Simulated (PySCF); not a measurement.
# Sb²⁺: dipole response in aug-cc-pVDZ-PP with ECP28

How polarisable is Sb²⁺ at the levels listed below?

The numbers are computed with PySCF 2.14.0 (unrestricted determinants in a Gaussian basis, no spin-orbit coupling in the energies), except any that are marked as measured or tabulated.

## 1. What is computed

* Element: antimony (Z = 51)
* Basis: aug-cc-pVDZ-PP with ECP28MDF (5s4p3d, 32 functions)
* Hamiltonian: scalar relativity through the core potential
* State 1: Sb²⁺: [Kr] 4d10 5s2 5p1, 2P determinant
* Methods: UHF, PBE, PBE0, M06, M06-L

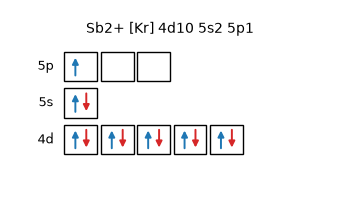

Occupation of the outer shells (arrows by Hund's rule).

One driver process ran all states and methods and kept the integrals in memory. Each run is shown as a PySCF script that sums up its settings (the driver passes frozen orbitals as a list and adds second-order terms of double hybrids); the logs are those of the runs themselves. The driver starts from symmetry-adapted Hartree-Fock orbitals, holds the occupation by maximum overlap and uses a logarithmic radial grid for functionals, so a plain start would take other cycles.

The integrals over 32 functions and the set-up took 0.2 s of CPU time.

## 2. Sb²⁺: the ladder of methods

Level: UHF.

File input.py:

```python
from pyscf import gto, scf, dft, mp, cc
import basis_set_exchange as bse
txt = bse.get_basis("aug-cc-pVDZ-PP", elements=["Sb"], fmt="nwchem", header=False)
cut = txt.index("\nECP")
mol = gto.M(atom="Sb 0 0 0", charge=2, spin=1, symmetry="D2h",
            basis=gto.basis.parse(txt[:cut]),
            ecp={"Sb": gto.basis.parse_ecp(txt[cut:])})
mf = scf.UHF(mol)
mf.irrep_nelec = {'Ag': (4, 4), 'B1g': (1, 1), 'B2g': (1, 1), 'B3g': (1, 1), 'B1u': (1, 1), 'B2u': (2, 1), 'B3u': (1, 1)}
mf.kernel()
```

Output:

```text
damping factor = 0
level_shift factor = 0
DIIS = <class 'pyscf.scf.diis.CDIIS'>
diis_start_cycle = 1
diis_space = 10
diis_damp = 0
SCF conv_tol = 1e-09
SCF conv_tol_grad = None
number electrons alpha = 11  beta = 10
cycle= 1 E= -238.369037689535  delta_E= -0.00292  |g|= 0.0171  |ddm|= 0.0868
cycle= 2 E= -238.36936425518  delta_E= -0.000327  |g|= 0.00579  |ddm|= 0.0294
cycle= 3 E= -238.369407104639  delta_E= -4.28e-05  |g|= 0.000179  |ddm|= 0.0168
cycle= 4 E= -238.369407149255  delta_E= -4.46e-08  |g|= 2.49e-05  |ddm|= 0.00192
cycle= 5 E= -238.36940715015  delta_E= -8.95e-10  |g|= 3.61e-06  |ddm|= 0.000298
converged SCF energy = -238.36940715015  <S^2> = 0.75847346  2S+1 = 2.0084556
```

It used 0.68 s of CPU time after the integrals (shared host).

Orbital energies by shell (radii are means over both spins):

| shell | electrons | mean orbital energy (eV) | spread (eV) | rms radius (bohr) |
| --- | --- | --- | --- | --- |
| 4s α | 1 | -196.17 | 0 | 0.849 |
| 4s β | 1 | -195.98 | 0 | 0.849 |
| 4p α | 3 | -143.53 | 0.175 | 0.917 |
| 4p β | 3 | -143.35 | 0.675 | 0.917 |
| 4d α | 5 | -62.614 | 0.449 | 1.10 |
| 4d β | 5 | -62.444 | 0.749 | 1.10 |
| 5s α | 1 | -34.068 | 0 | 2.27 |
| 5s β | 1 | -31.710 | 0 | 2.27 |
| 5p α | 1 | -24.382 | 0 | 2.70 |

⟨S²⟩ = 0.758, ⟨L²⟩ = 2.03.

The driver then solved the coupled dipole response at imaginary frequencies: mean α = 16.83 bohr³ (xx, yy, zz: 16.88, 16.75, 16.88), C₆ = 96.60 au for a like pair.

Energies and moments cover only the electrons outside the core potential.

Level: PBE.

Changes to input.py:

```diff
@@ -7,3 +7,3 @@
             ecp={"Sb": gto.basis.parse_ecp(txt[cut:])})
-mf = scf.UHF(mol)
+mf = dft.UKS(mol, xc="PBE")
 mf.irrep_nelec = {'Ag': (4, 4), 'B1g': (1, 1), 'B2g': (1, 1), 'B3g': (1, 1), 'B1u': (1, 1), 'B2u': (2, 1), 'B3u': (1, 1)}
```

Output:

```text
damping factor = 0
level_shift factor = 0
DIIS = <class 'pyscf.scf.diis.CDIIS'>
diis_start_cycle = 1
diis_space = 10
diis_damp = 0
SCF conv_tol = 1e-09
SCF conv_tol_grad = None
number electrons alpha = 11  beta = 10
XC functionals = PBE
    J. P. Perdew, K. Burke, and M. Ernzerhof.,  Phys. Rev. Lett. 77, 3865 (1996)
    J. P. Perdew, K. Burke, and M. Ernzerhof.,  Phys. Rev. Lett. 78, 1396 (1997)
    J. P. Perdew, K. Burke, and M. Ernzerhof.,  Phys. Rev. Lett. 77, 3865 (1996)
    J. P. Perdew, K. Burke, and M. Ernzerhof.,  Phys. Rev. Lett. 78, 1396 (1997)
cycle= 1 E= -239.266858001862  delta_E= -0.00651  |g|= 0.0176  |ddm|= 0.516
cycle= 2 E= -239.266933105234  delta_E= -7.51e-05  |g|= 0.00721  |ddm|= 0.034
cycle= 3 E= -239.266950800116  delta_E= -1.77e-05  |g|= 0.00034  |ddm|= 0.0189
cycle= 4 E= -239.266950853382  delta_E= -5.33e-08  |g|= 1.07e-05  |ddm|= 0.00158
cycle= 5 E= -239.266950853455  delta_E= -7.26e-11  |g|= 8.96e-08  |ddm|= 4.33e-05
converged SCF energy = -239.266950853455  <S^2> = 0.75132044  2S+1 = 2.00132
```

CPU time 1.6 s on a shared host, the integrals not counted.

The driver then solved the coupled dipole response at imaginary frequencies: mean α = 15.34 bohr³ (xx, yy, zz: 15.05, 15.92, 15.05), C₆ = 84.08 au for a like pair.

Level: PBE0.

Changes to input.py:

```diff
@@ -7,3 +7,3 @@
             ecp={"Sb": gto.basis.parse_ecp(txt[cut:])})
-mf = dft.UKS(mol, xc="PBE")
+mf = dft.UKS(mol, xc="PBE0")
 mf.irrep_nelec = {'Ag': (4, 4), 'B1g': (1, 1), 'B2g': (1, 1), 'B3g': (1, 1), 'B1u': (1, 1), 'B2u': (2, 1), 'B3u': (1, 1)}
```

Output:

```text
damping factor = 0
level_shift factor = 0
DIIS = <class 'pyscf.scf.diis.CDIIS'>
diis_start_cycle = 1
diis_space = 10
diis_damp = 0
SCF conv_tol = 1e-09
SCF conv_tol_grad = None
number electrons alpha = 11  beta = 10
XC functionals = PBE0
    C. Adamo and V. Barone.,  J. Chem. Phys. 110, 6158 (1999)
    M. Ernzerhof and G. E. Scuseria.,  J. Chem. Phys. 110, 5029 (1999)
cycle= 1 E= -239.277966715085  delta_E= -0.00446  |g|= 0.00914  |ddm|= 0.404
cycle= 2 E= -239.278012248882  delta_E= -4.55e-05  |g|= 0.00255  |ddm|= 0.0458
cycle= 3 E= -239.278014791317  delta_E= -2.54e-06  |g|= 0.000392  |ddm|= 0.00567
cycle= 4 E= -239.278014881633  delta_E= -9.03e-08  |g|= 1.38e-05  |ddm|= 0.00149
cycle= 5 E= -239.278014881828  delta_E= -1.95e-10  |g|= 1.98e-07  |ddm|= 6.82e-05
converged SCF energy = -239.278014881828  <S^2> = 0.75234327  2S+1 = 2.0023419
```

CPU time 1.3 s on a shared host, the integrals not counted.

The driver then solved the coupled dipole response at imaginary frequencies: mean α = 15.61 bohr³ (xx, yy, zz: 15.44, 15.95, 15.44), C₆ = 86.42 au for a like pair.

Level: M06.

Changes to input.py:

```diff
@@ -7,3 +7,3 @@
             ecp={"Sb": gto.basis.parse_ecp(txt[cut:])})
-mf = dft.UKS(mol, xc="PBE0")
+mf = dft.UKS(mol, xc="M06")
 mf.irrep_nelec = {'Ag': (4, 4), 'B1g': (1, 1), 'B2g': (1, 1), 'B3g': (1, 1), 'B1u': (1, 1), 'B2u': (2, 1), 'B3u': (1, 1)}
```

Output:

```text
damping factor = 0
level_shift factor = 0
DIIS = <class 'pyscf.scf.diis.CDIIS'>
diis_start_cycle = 1
diis_space = 10
diis_damp = 0
SCF conv_tol = 1e-09
SCF conv_tol_grad = None
number electrons alpha = 11  beta = 10
XC functionals = M06
    Y. Zhao and D. G. Truhlar.,  Theor. Chem. Acc. 120, 215 (2008)
    Y. Zhao and D. G. Truhlar.,  Theor. Chem. Acc. 120, 215 (2008)
cycle= 1 E= -239.351037874513  delta_E= -0.00491  |g|= 0.0145  |ddm|= 0.405
cycle= 2 E= -239.351108167129  delta_E= -7.03e-05  |g|= 0.00477  |ddm|= 0.0542
cycle= 3 E= -239.351115720722  delta_E= -7.55e-06  |g|= 0.000301  |ddm|= 0.00979
cycle= 4 E= -239.351115784668  delta_E= -6.39e-08  |g|= 2.02e-05  |ddm|= 0.00159
cycle= 5 E= -239.351115785053  delta_E= -3.85e-10  |g|= 9.96e-07  |ddm|= 0.000125
converged SCF energy = -239.351115785053  <S^2> = 0.75067829  2S+1 = 2.0006782
```

CPU time 3.9 s on a shared host, the integrals not counted.

The driver then solved the coupled dipole response at imaginary frequencies: mean α = 15.10 bohr³ (xx, yy, zz: 14.63, 16.05, 14.63), C₆ = 80.29 au for a like pair.

Level: M06-L.

Changes to input.py:

```diff
@@ -7,3 +7,3 @@
             ecp={"Sb": gto.basis.parse_ecp(txt[cut:])})
-mf = dft.UKS(mol, xc="M06")
+mf = dft.UKS(mol, xc="M06L")
 mf.irrep_nelec = {'Ag': (4, 4), 'B1g': (1, 1), 'B2g': (1, 1), 'B3g': (1, 1), 'B1u': (1, 1), 'B2u': (2, 1), 'B3u': (1, 1)}
```

Output:

```text
damping factor = 0
level_shift factor = 0
DIIS = <class 'pyscf.scf.diis.CDIIS'>
diis_start_cycle = 1
diis_space = 10
diis_damp = 0
SCF conv_tol = 1e-09
SCF conv_tol_grad = None
number electrons alpha = 11  beta = 10
XC functionals = M06L
    Y. Zhao and D. G. Truhlar.,  J. Chem. Phys. 125, 194101 (2006)
    Y. Zhao and D. G. Truhlar.,  J. Chem. Phys. 125, 194101 (2006)
    Y. Zhao and D. G. Truhlar.,  Theor. Chem. Acc. 120, 215 (2008)
cycle= 1 E= -239.447903545296  delta_E= -0.00467  |g|= 0.0101  |ddm|= 0.406
cycle= 2 E= -239.447971527873  delta_E= -6.8e-05  |g|= 0.00381  |ddm|= 0.0864
cycle= 3 E= -239.447976608825  delta_E= -5.08e-06  |g|= 0.000427  |ddm|= 0.00627
cycle= 4 E= -239.447976783107  delta_E= -1.74e-07  |g|= 3.32e-05  |ddm|= 0.00525
cycle= 5 E= -239.447976784209  delta_E= -1.1e-09  |g|= 2.81e-06  |ddm|= 0.000383
cycle= 6 E= -239.447976784218  delta_E= -9.81e-12  |g|= 7.71e-08  |ddm|= 3.79e-05
converged SCF energy = -239.447976784218  <S^2> = 0.7514586  2S+1 = 2.0014581
```

It used 3.2 s of CPU time after the integrals (shared host).

The driver then solved the coupled dipole response at imaginary frequencies: mean α = 15.43 bohr³ (xx, yy, zz: 14.97, 16.35, 14.97), C₆ = 85.53 au for a like pair.

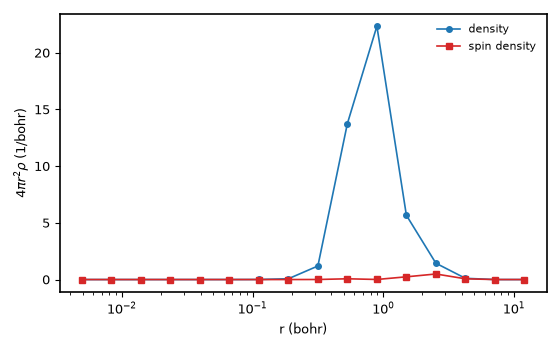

Radial density 4πr²ρ of Sb²⁺ at UHF, the electrons outside the core potential, at 16 stored radii joined by straight lines.

## 3. Polarisabilities and C₆

Sb²⁺, in atomic units:

| method | mean α | C₆ (like pair) | S(−4) |
| --- | --- | --- | --- |
| UHF | 16.83 | 96.60 | 87.39 |
| PBE | 15.34 | 84.08 | 72.52 |
| PBE0 | 15.61 | 86.42 | 74.57 |
| M06 | 15.10 | 80.29 | 74.40 |
| M06-L | 15.43 | 85.53 | 72.26 |

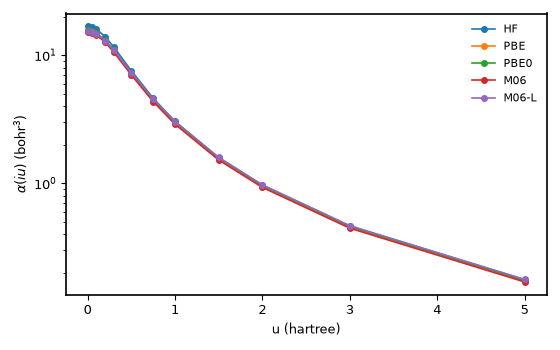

α(iu) of Sb²⁺, the polarisability at imaginary frequency, on a logarithmic scale.

## 4. Summary of results

| quantity | value |
| --- | --- |
| α of Sb²⁺ | 15.10 (M06) to 16.83 (UHF) bohr³ |

A single London oscillator with the computed α and C₆ of Sb²⁺ at UHF would have ω = 4 C₆ / (3 α²) = 0.455 hartree. All values hold for this basis alone; no basis-set limit was taken.
